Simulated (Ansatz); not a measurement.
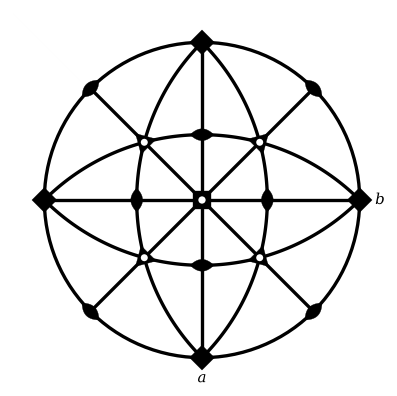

Stereographic projection: heavy lines are mirror planes (a heavy rim: a mirror in the plane of the page); lens, triangle, square and hexagon are 2-, 3-, 4- and 6-fold axes, a lens in an open square is −4, a triangle in an open hexagon −6; thin dashed diameters join the ends of axes that lie in the page; a small open circle marks inversion. The c axis points at the viewer. Computed from the symmetry operations of a computed or model structure of composition Ag.

Q: Which point group is this?

A: m-3m (Oh), order 48, cubic system: three fourfold axes, four threefold axes, six twofold axes, nine mirror planes, an inversion centre.

Q: Can such a crystal be piezoelectric, pyroelectric or chiral?

A: It is centrosymmetric, so neither piezoelectric nor pyroelectric; it is not chiral.
